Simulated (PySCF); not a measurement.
SMILES CB(C)[Si](C)(O)C at its GFN2-xTB optimised geometry (Å):

```
20

Si    -0.5507     0.5796     0.0000
C     -1.1156    -0.1414     1.6902
C      1.3583     0.5796     0.0000
O     -0.8623     2.2040     0.0000
B     -1.3940    -0.3766    -1.5070
C     -0.8558    -1.7775    -1.9842
C     -2.6426     0.2428    -2.2467
H     -2.1986    -0.1355     1.7867
H     -0.7870    -1.1681     1.8135
H     -0.7107     0.4341     2.5175
H      1.7472    -0.4288     0.0985
H      1.7513     0.9971    -0.9215
H      1.7526     1.1700     0.8204
H     -1.7526     2.5325     0.0803
H     -1.1883    -2.0766    -2.9766
H     -1.2294    -2.5325    -1.2896
H      0.2289    -1.8584    -1.9498
H     -3.3735     0.6732    -1.5627
H     -3.1668    -0.4429    -2.9100
H     -2.2937     1.0749    -2.8612
```

Level of theory: CAM-B3LYP/def2-SVP run with PySCF. Cells within 0.4 Å of a nucleus heavier than hydrogen are left out (blank, or x).

Map of the deformation density (molecule minus spherical neutral atoms) (e/bohr³) on the plane z = 0.0 Å:

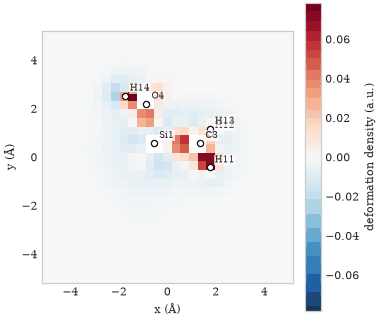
Fig. 1. Deformation density (molecule minus spherical neutral atoms) (e/bohr³) on the plane z = 0.0 Å.
